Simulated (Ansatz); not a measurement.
## KTaF6 (P-4c2): the host for defect calculations

Aim: the runs on the perfect crystal KTaF6 (P-4c2) that a defect calculation needs first.

Method: plane-wave PAW DFT, PBEsol; relaxation of the defect-free supercell from random displacements, a test of the host's stability, in Ansatz 0.2.0.

**1. Starting point**

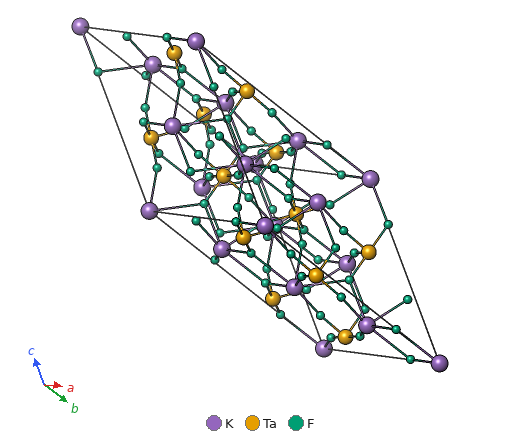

Start, viewed slightly off an axis; potassium purple, tantalum orange, fluorine teal. Some periodic images of atoms are drawn too.

The cell holds 64 atoms: 8 K, 8 Ta and 48 F. Cell: a = 12.330 Å, b = 12.330 Å, c = 12.330 Å, α = 129.3°, β = 129.3°, γ = 74.6°.

**2. Defect free supercell relaxed from displaced atoms**

The input displaces the atoms at random before the relaxation, so that it can leave a symmetric saddle if there is one.

The input, pristine.rattled/input.yaml:

```yaml
crystal:
  lattice:
    - [-5.282025178, 5.282025178, 9.809713149]
    - [5.282025178, -5.282025178, 9.809713149]
    - [5.282025178, 5.282025178, -9.809713149]
  atoms:
    - { symbol: K, position: [0.0, 0.0, 0.0] }
    - { symbol: K, position: [0.0, 0.5, 0.5] }
    - { symbol: K, position: [0.5, 0.0, 0.5] }
    - { symbol: K, position: [0.5, 0.5, 0.0] }
    - { symbol: K, position: [0.25, 0.25, 0.0] }
    - { symbol: K, position: [0.25, 0.75, 0.5] }
    - { symbol: K, position: [0.75, 0.25, 0.5] }
    - { symbol: K, position: [0.75, 0.75, 0.0] }
    - { symbol: Ta, position: [0.375, 0.375, 0.5] }
    - { symbol: Ta, position: [0.375, 0.875, 0.0] }
    - { symbol: Ta, position: [0.875, 0.375, 0.0] }
    - { symbol: Ta, position: [0.875, 0.875, 0.5] }
    - { symbol: Ta, position: [0.125, 0.125, 0.5] }
    - { symbol: Ta, position: [0.125, 0.625, 0.0] }
    - { symbol: Ta, position: [0.625, 0.125, 0.0] }
    - { symbol: Ta, position: [0.625, 0.625, 0.5] }
    - { symbol: F, position: [0.2469230477, 0.2469230477, 0.2438460953] }
    - { symbol: F, position: [0.2469230477, 0.7469230477, 0.7438460953] }
    - { symbol: F, position: [0.7469230477, 0.2469230477, 0.7438460953] }
    - { symbol: F, position: [0.7469230477, 0.7469230477, 0.2438460953] }
    - { symbol: F, position: [0.0030769523, 0.0030769523, 0.7561539047] }
    - { symbol: F, position: [0.0030769523, 0.5030769523, 0.2561539047] }
    - { symbol: F, position: [0.5030769523, 0.0030769523, 0.2561539047] }
    - { symbol: F, position: [0.5030769523, 0.5030769523, 0.7561539047] }
    - { symbol: F, position: [0.2530769523, 0.4969230477, 0.0] }
    - { symbol: F, position: [0.2530769523, 0.9969230477, 0.5] }
    - { symbol: F, position: [0.7530769523, 0.4969230477, 0.5] }
    - { symbol: F, position: [0.7530769523, 0.9969230477, 0.0] }
    - { symbol: F, position: [0.4969230477, 0.2530769523, 0.0] }
    - { symbol: F, position: [0.4969230477, 0.7530769523, 0.5] }
    - { symbol: F, position: [0.9969230477, 0.2530769523, 0.5] }
    - { symbol: F, position: [0.9969230477, 0.7530769523, 0.0] }
    - { symbol: F, position: [0.3976083383, 0.2158638341, 0.4999537877] }
    - { symbol: F, position: [0.3976083383, 0.7158638341, 0.9999537877] }
    - { symbol: F, position: [0.8976083383, 0.2158638341, 0.9999537877] }
    - { symbol: F, position: [0.8976083383, 0.7158638341, 0.4999537877] }
    - { symbol: F, position: [0.2159100463, 0.3976545506, 0.5000462123] }
    - { symbol: F, position: [0.2159100463, 0.8976545506, 4.62123e-05] }
    - { symbol: F, position: [0.7159100463, 0.3976545506, 4.62123e-05] }
    - { symbol: F, position: [0.7159100463, 0.8976545506, 0.5000462123] }
    - { symbol: F, position: [0.2841361659, 0.2840899537, 0.6817445043] }
    - { symbol: F, position: [0.2841361659, 0.7840899537, 0.1817445043] }
    - { symbol: F, position: [0.7841361659, 0.2840899537, 0.1817445043] }
    - { symbol: F, position: [0.7841361659, 0.7840899537, 0.6817445043] }
    - { symbol: F, position: [0.4659100463, 0.4658638341, 0.3182554957] }
    - { symbol: F, position: [0.4659100463, 0.9658638341, 0.8182554957] }
    - { symbol: F, position: [0.9659100463, 0.4658638341, 0.8182554957] }
    - { symbol: F, position: [0.9659100463, 0.9658638341, 0.3182554957] }
    - { symbol: F, position: [0.1023454494, 0.1023916617, 0.3182554957] }
    - { symbol: F, position: [0.1023454494, 0.6023916617, 0.8182554957] }
    - { symbol: F, position: [0.6023454494, 0.1023916617, 0.8182554957] }
    - { symbol: F, position: [0.6023454494, 0.6023916617, 0.3182554957] }
    - { symbol: F, position: [0.1476083383, 0.1476545506, 0.6817445043] }
    - { symbol: F, position: [0.1476083383, 0.6476545506, 0.1817445043] }
    - { symbol: F, position: [0.6476083383, 0.1476545506, 0.1817445043] }
    - { symbol: F, position: [0.6476083383, 0.6476545506, 0.6817445043] }
    - { symbol: F, position: [0.3523454494, 0.0340899537, 0.9999537877] }
    - { symbol: F, position: [0.3523454494, 0.5340899537, 0.4999537877] }
    - { symbol: F, position: [0.8523454494, 0.0340899537, 0.4999537877] }
    - { symbol: F, position: [0.8523454494, 0.5340899537, 0.9999537877] }
    - { symbol: F, position: [0.0341361659, 0.3523916617, 4.62123e-05] }
    - { symbol: F, position: [0.0341361659, 0.8523916617, 0.5000462123] }
    - { symbol: F, position: [0.5341361659, 0.3523916617, 0.5000462123] }
    - { symbol: F, position: [0.5341361659, 0.8523916617, 4.62123e-05] }
basis:
  ecutwfc: 420
  xc_grid: 2
hamiltonian:
  xc: pbesol
kpoints:
  mp_grid: { grid: [1, 1, 1], shift: [0.25, 0.25, 0.25] }
scf:
  occupations: { method: fermi_dirac, width: 0.01 }
  max_iter: 80
output:
  forces: true
relax:
  f_tol: 0.01
  max_steps: 120
  random_displacement: { amplitude: 0.08, seed: 7778 }
checkpoint:
  write: "../pristine.rattled.run"
  compress: false
  write_wavefunctions: false
  write_every: 100000
```

Launch:

```console
$ ansatz run input.yaml --threads 4 --pin off --max-ram 7536MiB --backend cpu --events-out ev --progress --plain --runs-dir out
```

Numbers of over 12 decimals in the logs are rounded to 6 here.

The log of the run:

```text
[... repeated set-up lines and file paths are left out, and long positions are rounded to six places ...]
Engine: ansatz 0.2.0, aarch64-unknown-linux-gnu
Pseudopotentials: kind: paw
Pseudopotential: K, paw, valence charge 9, recommended cutoff 420 eV (normal), K.paw.azcp
Pseudopotential: Ta, paw, valence charge 13, recommended cutoff 420 eV (normal), Ta.paw.azcp
Pseudopotential: F, paw, valence charge 7, recommended cutoff 420 eV (normal), F.paw.azcp
Functional definition: PBEsol
  exchange = pbesol_x
  correlation = pbesol_c
Crystal: 64 atoms, lattice volume = 1094.756 Å³
Basis set: ecut = 420 eV, 21409 PW (Γ), exchange–correlation on 180×180×180 points (8 copies of the dense FFT grid, shifted against one another)
Bands: 320, of which v1, the nominal top of the filled ones, is band 256 counted from 1 (255 counted from 0)
Symmetry: 1 space group operations
k-points: 1
Non-local potential: K, projectors of the file, l = 0: 3, l = 1: 2, l = 2: 2
Non-local potential: Ta, projectors of the file, l = 0: 3, l = 1: 2, l = 2: 2, l = 3: 1
Non-local potential: F, projectors of the file, l = 0: 2, l = 1: 2, l = 2: 1
PAW form: soft (Blöchl's): semilocal exchange-correlation on the pseudo side does not see the compensation charge
PAW frozen core: K, regenerated for the run's functional, and the local potential with it (the file was generated under x = pbe(κ = 0.804, μ = 0.219515), c = pbe(β = 0.066725))
PAW frozen core: Ta, regenerated for the run's functional, and the local potential with it (the file was generated under x = pbe(κ = 0.804, μ = 0.219515), c = pbe(β = 0.066725))
PAW frozen core: F, regenerated for the run's functional, and the local potential with it (the file was generated under x = pbe(κ = 0.804, μ = 0.219515), c = pbe(β = 0.066725))
PAW one-centre angular grid: K, 110 points (default); XC on 64 Gauss nodes
PAW one-centre angular grid: Ta, 590 points (default); XC on 64 Gauss nodes
PAW one-centre angular grid: F, 110 points (default); XC on 64 Gauss nodes
Initial density: superposition of atomic densities (neutral atoms: chi_scale 0, normalization atom), corrected by the library's trained network
Initial wavefunctions: pseudopotential atomic-orbital guess
Functional: x = pbesol(κ = 0.804, μ = 0.123457), c = pbesol(β = 0.046)
SCF iter   1: F=—  HF=-129073.836669 eV  |F-HF|=—  |Δ(HF+E_count)|=         —  Δρ=1.25e-2  dr2=1.23e0  ethr=1.77e-3  ⟨swp⟩=5.0  Hψ=1128  notcnv=0  defer=40
preconditioner: auto → Resta (q_TF=auto, 2.404 Å⁻¹)  ε∞=3.2  [insulator: Δε(μ)=5.346 eV  Ē_g=16.030 eV  σ=0.010 eV  W_gap=1.00  n_scr=262 (ndim 8)  ℏωp=23.8 eV  f_vac=0.252  D(μ)=0.00/eV (n_scr^D=0)  ε∞_Penn≈3.2]
SCF iter   2: F=—  HF=-129073.550486 eV  |F-HF|=—  |Δ(HF+E_count)|=   2.86e-1  Δρ=3.43e-3  dr2=8.58e-2  ethr=2.40e-4  ⟨swp⟩=3.0  Hψ=585  notcnv=0  defer=50
SCF iter   3: F=—  HF=-129073.530179 eV  |F-HF|=—  |Δ(HF+E_count)|=   2.03e-2  Δρ=7.38e-4  dr2=4.52e-3  ethr=1.68e-5  ⟨swp⟩=3.0  Hψ=501  notcnv=0  defer=50
SCF iter   4: F=—  HF=-129073.531234 eV  |F-HF|=—  |Δ(HF+E_count)|=   1.06e-3  Δρ=3.35e-4  dr2=9.55e-4  ethr=8.84e-7  ⟨swp⟩=2.0  Hψ=540  notcnv=0  defer=50
SCF iter   5: F=—  HF=-129073.533233 eV  |F-HF|=—  |Δ(HF+E_count)|=   2.00e-3  Δρ=8.61e-5  dr2=1.05e-4  ethr=1.87e-7  ⟨swp⟩=2.0  Hψ=486  notcnv=0  defer=50
SCF iter   6: F=—  HF=-129073.533259 eV  |F-HF|=—  |Δ(HF+E_count)|=   2.57e-5  Δρ=4.57e-5  dr2=2.07e-5  ethr=2.04e-8  ⟨swp⟩=2.0  Hψ=504  notcnv=0  defer=50
SCF iter   7: F=—  HF=-129073.533255 eV  |F-HF|=—  |Δ(HF+E_count)|=   4.70e-6  Δρ=1.81e-5  dr2=3.77e-6  ethr=4.04e-9  ⟨swp⟩=2.0  Hψ=493  notcnv=0  defer=50
SCF iter   8: F=-129073.533253 eV  HF=-129073.533255 eV  |F-HF|=1.73e-6  |Δ(HF+E_count)|=   6.26e-7  Δρ=1.74e-5  dr2=2.30e-6  ethr=4.88e-10  ⟨swp⟩=4.0  Hψ=877  notcnv=0
SCF 1 converged in 8 iterations: F = -129073.533253 eV  dr2 = 2.30e-6
  greatest PAW one-centre occupation: 1.000 electrons in one spin orbital (limit 2), on the Ta atom at site 15 (counted from 0), in its partial waves of l = 0
relax step   1: F+E_penalty+E_count = -129073.53325342 eV  Δ(F+E_penalty+E_count) = +0.000e0 eV  max|allowed force component| = 4.378e0 eV/Å  Δτ_max = 0.0000 Å  (8 SCF iters, dr2 threshold 2.50e-6 eV, accepted)
[...]
relax step   2: F+E_penalty+E_count = -129076.04156863 eV  Δ(F+E_penalty+E_count) = -2.508e0 eV  max|allowed force component| = 1.447e0 eV/Å  Δτ_max = 0.1929 Å  (7 SCF iters, dr2 threshold 1.00e-4 eV, accepted)
relax step   3: F+E_penalty+E_count = -129076.37530062 eV  Δ(F+E_penalty+E_count) = -3.337e-1 eV  max|allowed force component| = 5.792e-2 eV/Å  Δτ_max = 0.1807 Å  (7 SCF iters, dr2 threshold 1.00e-4 eV, accepted)
relax step   4: F+E_penalty+E_count = -129076.37530644 eV  Δ(F+E_penalty+E_count) = -5.820e-6 eV  max|allowed force component| = 5.814e-2 eV/Å  Δτ_max = 0.0000 Å  (4 SCF iters, accepted)
relax step   5: F+E_penalty+E_count = -129076.38003780 eV  Δ(F+E_penalty+E_count) = -4.731e-3 eV  max|allowed force component| = 4.409e-3 eV/Å  Δτ_max = 0.0344 Å  (8 SCF iters, dr2 threshold 2.11e-7 eV, accepted)
relax step   6: F+E_penalty+E_count = -129076.38003780 eV  Δ(F+E_penalty+E_count) = -2.648e-9 eV  max|allowed force component| = 4.402e-3 eV/Å  Δτ_max = 0.0000 Å  (2 SCF iters, accepted)
[...]
relax step  16: F+E_penalty+E_count = -129076.41081469 eV  Δ(F+E_penalty+E_count) = -1.746e-10 eV  max|allowed force component| = 3.873e-3 eV/Å  Δτ_max = 0.0000 Å  (2 SCF iters, accepted)
SCF converged after 2 iterations
Free energy (F): -129076.410815 eV
Harris-Foulkes:  -129076.410815 eV  (|F-HF|=2.68e-9)
Internal energy: -129076.410815 eV  (E = F + TS)
E sigma→0 (E₀):  -129076.410815 eV
Fermi energy:    2.918673 eV
--- Per-component energies (eV) ---
  E_band       = -5853.692122
  E_kinetic    = 14787.116762
  E_local      = -49895.176227  (includes V_loc(G=0)·N_el)
  E_nonlocal   = 3779.295941
  E_hartree    = 18775.705568
  E_xc         = -6549.303289
  E_vxc        = -7767.017368  (∫ρ·V_xc dr)
  E_paw        = -81566.224110  (= ΣΔE_a)
  E_vpaw       = -4309.420246  (= ΣTr[D̂ρ^β])
  E_aug_tail   = 0.097638  (compensation charges beyond the density's cutoff)
  E_ewald      = -28412.532598
  E_core_change = 4.609500  (= ΣΔE_core)
  E_smearing   = -0.000000  (= −TS)
  E_closure    = 0.000000  (closes the sum)
  Σ components = -129076.410815   (vs F -129076.410815, Δ=0.00e0)
--- Forces (eV/Å), atoms counted from 1 ---
  atom   1  K      0.00101194     0.00010993     0.00052312
  atom   2  K     -0.00043867    -0.00035419    -0.00018015
  atom   3  K     -0.00120117    -0.00042467    -0.00014879
  atom   4  K      0.00066262    -0.00053954     0.00057332
  atom   5  K     -0.00072053    -0.00007387     0.00004243
  atom   6  K      0.00087252    -0.00033268    -0.00041556
  atom   7  K      0.00081624    -0.00047543    -0.00017816
  atom   8  K     -0.00143367    -0.00038922    -0.00000250
  atom   9  Ta     0.00001784     0.00037107    -0.00012903
  atom  10  Ta     0.00030152    -0.00009804    -0.00003255
  atom  11  Ta     0.00060704    -0.00039161     0.00048738
  atom  12  Ta    -0.00077764    -0.00018598     0.00009118
  atom  13  Ta    -0.00041295     0.00018009     0.00065746
  atom  14  Ta     0.00072141     0.00017746    -0.00007859
  atom  15  Ta    -0.00022504    -0.00020729    -0.00001507
  atom  16  Ta     0.00030072    -0.00023060    -0.00020545
  atom  17  F      0.00017253     0.00066097     0.00006499
  atom  18  F      0.00038769     0.00018349     0.00006907
  atom  19  F      0.00056289     0.00009110     0.00098542
  atom  20  F      0.00090733     0.00070629    -0.00106257
  atom  21  F     -0.00007702    -0.00020819     0.00078940
  atom  22  F     -0.00044687    -0.00009281     0.00007848
  atom  23  F     -0.00056230     0.00046550     0.00045764
  atom  24  F     -0.00008882    -0.00004355    -0.00088379
[...]
atom  57  F     -0.00038484     0.00043683     0.00043148
  atom  58  F      0.00062512    -0.00014013    -0.00076302
  atom  59  F     -0.00052446    -0.00090964    -0.00055101
  atom  60  F     -0.00040648     0.00115276     0.00071253
  atom  61  F     -0.00044967     0.00104528    -0.00054589
  atom  62  F      0.00049268    -0.00128288     0.00026773
  atom  63  F      0.00085192    -0.00001032     0.00045979
  atom  64  F     -0.00028467     0.00029848    -0.00033920
  max |Σ_I F_I| component: 3.13e-5 eV/Å
--- Relaxed structure (16 steps of the walk, 14 accepted, 0 SCFs on fresh bases) ---
  F+E_penalty+E_count = -129076.41081469 eV   max|allowed force component| = 3.873e-3 eV/Å
  atoms:
    - { symbol: K, position: [-0.000854, 0.001511, 0.001556] }
    - { symbol: K, position: [-0.000487, 0.497278, 0.496924] }
    - { symbol: K, position: [0.499039, -0.002706, 0.497014] }
    - { symbol: K, position: [0.499293, 0.501912, 0.001905] }
    - { symbol: K, position: [0.249182, 0.247155, -0.003211] }
    - { symbol: K, position: [0.249924, 0.752311, 0.501799] }
    - { symbol: K, position: [0.749420, 0.252187, 0.501875] }
    - { symbol: K, position: [0.749479, 0.747725, -0.003015] }
    - { symbol: Ta, position: [0.374131, 0.374484, 0.498696] }
    - { symbol: Ta, position: [0.374203, 0.874430, -0.000986] }
    - { symbol: Ta, position: [0.874074, 0.374496, -0.000968] }
    - { symbol: Ta, position: [0.874305, 0.874605, 0.499190] }
    - { symbol: Ta, position: [0.124745, 0.124635, 0.499515] }
    - { symbol: Ta, position: [0.124070, 0.624897, -0.000912] }
    - { symbol: Ta, position: [0.624640, 0.124652, -0.000310] }
    - { symbol: Ta, position: [0.623751, 0.624715, 0.499025] }
    - { symbol: F, position: [0.232378, 0.232718, 0.245685] }
    - { symbol: F, position: [0.263006, 0.762746, 0.745947] }
    - { symbol: F, position: [0.762391, 0.262475, 0.745814] }
    - { symbol: F, position: [0.733214, 0.733178, 0.245941] }
    - { symbol: F, position: [0.015430, 0.016039, 0.752426] }
    - { symbol: F, position: [-0.014357, 0.486420, 0.252180] }
    - { symbol: F, position: [0.485341, -0.013956, 0.252035] }
    - { symbol: F, position: [0.515907, 0.516283, 0.751619] }
    - { symbol: F, position: [0.263750, 0.510754, -0.001536] }
    - { symbol: F, position: [0.238341, 0.984355, 0.499041] }
    - { symbol: F, position: [0.737174, 0.484339, 0.498285] }
    - { symbol: F, position: [0.764246, 1.010287, -0.000732] }
    - { symbol: F, position: [0.485040, 0.238961, 0.000150] }
    - { symbol: F, position: [0.510128, 0.765043, 0.499887] }
    - { symbol: F, position: [1.011307, 0.264973, 0.500003] }
    - { symbol: F, position: [0.984457, 0.739221, -0.000310] }
    - { symbol: F, position: [0.417747, 0.229805, 0.526834] }
    - { symbol: F, position: [0.377207, 0.702192, 0.969619] }
    - { symbol: F, position: [0.877569, 0.202517, 0.970275] }
    - { symbol: F, position: [0.917169, 0.729472, 0.526486] }
    - { symbol: F, position: [0.231679, 0.407007, 0.528714] }
    - { symbol: F, position: [0.201321, 0.889746, -0.029285] }
    - { symbol: F, position: [0.701480, 0.389929, -0.028608] }
    - { symbol: F, position: [0.730957, 0.906617, 0.527699] }
[...]
- { symbol: F, position: [0.371216, 0.046635, 1.028364] }
    - { symbol: F, position: [0.330356, 0.519086, 0.470402] }
    - { symbol: F, position: [0.831410, 0.019786, 0.471958] }
    - { symbol: F, position: [0.870650, 0.546465, 1.027785] }
    - { symbol: F, position: [0.046585, 0.359090, 0.026531] }
    - { symbol: F, position: [0.017682, 0.842600, 0.470722] }
    - { symbol: F, position: [0.516541, 0.341827, 0.468574] }
    - { symbol: F, position: [0.547060, 0.859141, 0.027262] }
```

Run time: 6.7 min. Hardware: 4 threads of Arm Neoverse N1, shared host; peak memory 2.2 GiB; 26 min of CPU time.

Relaxation path:

```csv
step,energy less that of the first step (eV),largest force component (eV/Å)
1,0.0000,4.3778
2,-2.5083,1.4468
3,-2.8420,0.0579
4,-2.8421,0.0581
5,-2.8468,0.0044
6,-2.8468,0.0044
7,-2.8478,0.0089
8,-2.8488,0.0205
9,-2.8269,0.2708
10,-2.8487,0.0953
11,-2.8510,0.0097
12,-2.8618,0.0323
13,-2.8658,0.1108
14,-2.8745,0.0346
15,-2.8776,0.0039
16,-2.8776,0.0039
```

Relaxation steps 9, 10 were tried and not accepted.

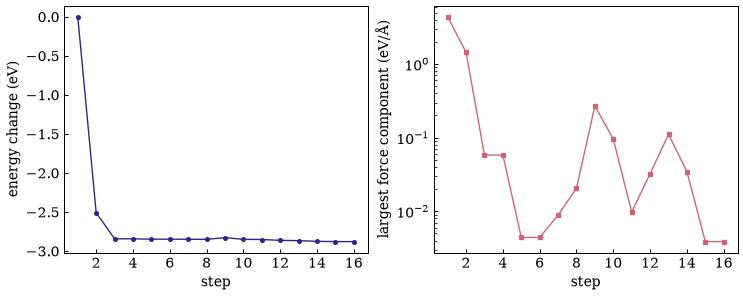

Energy and largest force along the relaxation.

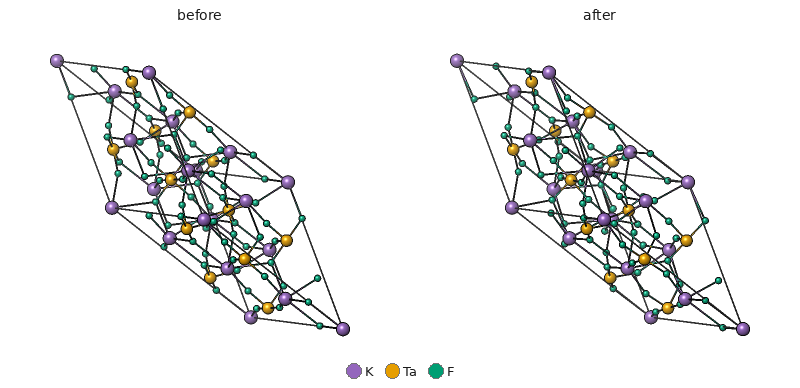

Before and after, at one scale.

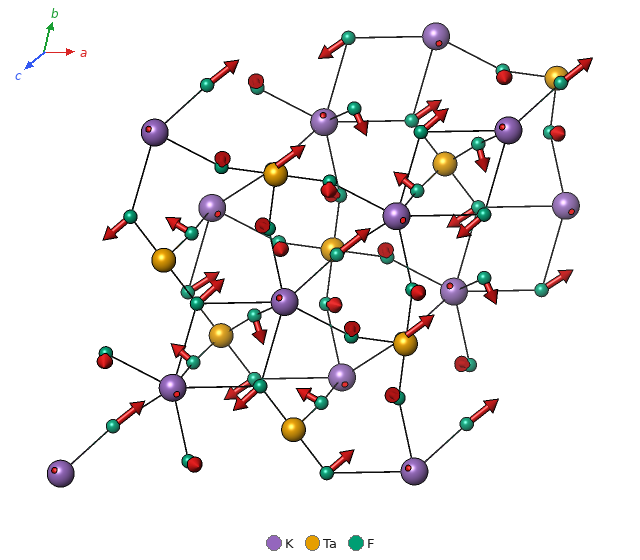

Displacements in the relaxation from the typed sites, exaggerated, the mean shift taken out; the longest in the cell stands for 0.30 Å. Drawn is a slice 4 Å thick, seen along the normal of the ab plane.

The atoms that moved most (Å, from the sites as typed, ahead of the random displacement, the mean shift of all atoms taken out):

```csv
atom,dx,dy,dz,length
F24,-0.020,-0.020,0.303,0.304
F23,-0.016,-0.019,-0.298,0.299
F17,0.014,0.014,-0.297,0.298
F18,0.012,0.019,0.295,0.296
F22,-0.014,-0.019,-0.292,0.293
F19,0.013,0.016,0.288,0.289
F21,-0.014,-0.017,0.288,0.289
F20,0.013,0.018,-0.287,0.288
```

The relaxation ends 45 meV an atom lower than the displaced start, with a largest force component of 0.0039 eV/Å.

**3. Outcome**

| Property | Result |
| --- | --- |
| symmetric supercell less the displaced and relaxed one | 0.032 eV |

The energy fell by 2.878 eV from the randomly displaced start; against the sites as typed, F24 ends farthest off, by 0.30 Å, once the mean shift is taken out. The displaced cell ends 0.032 eV lower and has lost symmetry (within 0.06 Å): a slightly distorted structure lies below the symmetric one at these k-points. All at zero temperature.

[Logs are printed without paths, hosts, clocks, repeated set-up lines and the standing remarks that a program may print on its own settings, such as how far it seeks lower states.]

[Hosts, paths, dates, database ids (printed as entryN), source tags and the programs' standing remarks are cut or masked in the printed files.]

[Runs of the host that timed out are not shown.]

[For some hosts the program warned that the k-mesh of the response run may be too coarse for force constants and the static dielectric constant; such warnings are not always shown.]
